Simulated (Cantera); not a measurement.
Feed: 1 mol Fe, 0.028 mol Cl₂, 0.75 mol N₂, equilibrated at 54.8 Torr.

Equilibrium computed with Cantera from the NASA thermochemical tables; the gas is ideal and each condensed phase is pure. Candidate condensed phases: Fe, FeCl₂, FeCl₃; 10 gas species. Rates play no part.

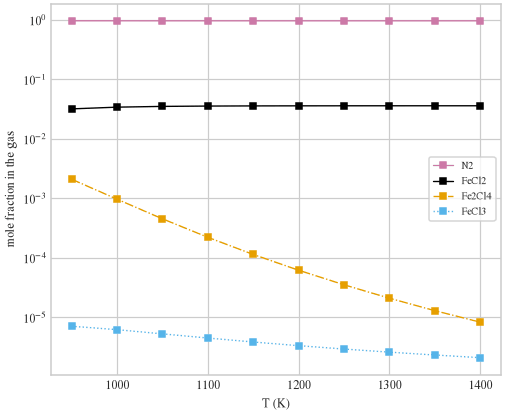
Equilibrium gas composition (values under 1e-9 drawn at 1e-9)

Problem. Read off the mole fractions at 1250 K.

Solution. N₂ about 0.96, FeCl₂ about 0.036, Fe₂Cl₄ about 3.5e-5, FeCl₃ about 2.9e-6.
